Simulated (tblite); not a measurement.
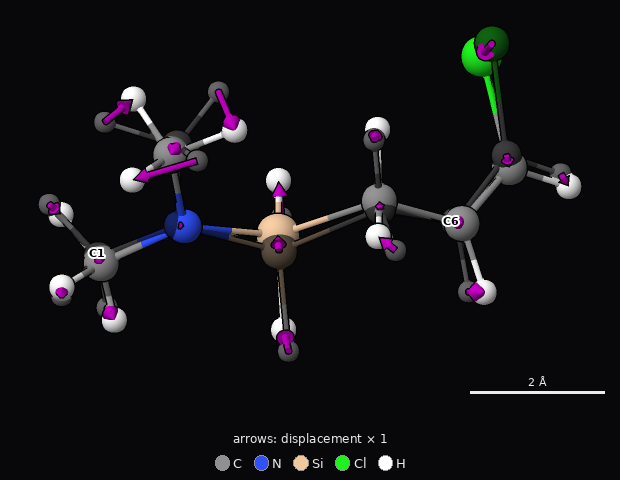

A relaxation of C5H12ClNSi. The starting structure is drawn faded, the final one solid; purple arrows show the displacements, at their true length. The two geometries are superimposed by the best rigid fit.

Style: ball-and-stick. Shown at a tilt.

Theory: GFN2-xTB geometry optimisation, gas phase (tblite). 

### Which element moves most?

Hydrogen: up to 1.16 Å, against 0.78 Å for chlorine.

### What happened in the run?

After 162 geometry steps the energy has fallen by 60.7 kJ/mol. The largest move after the best rigid fit is that of an H atom, 1.16 Å. By element the largest moves are H 1.16 Å, Cl 0.78 Å, Si 0.31 Å, C 0.26 Å, N 0.09 Å. Some distances before and after: C–H 1.142 → 1.093 Å, C–Si 1.869 → 1.910 Å, H–Si 1.505 → 1.467 Å, C–N 1.407 → 1.444 Å. Among the angles between lasting bonds that change: C–C–H 116.6° → 124.2°, C–N–C 119.1° → 111.8°, C–N–Si 116.6° → 123.6°. Groups turn about C–N by about 65°, C–N by about 25°, C–Si by about 25°.
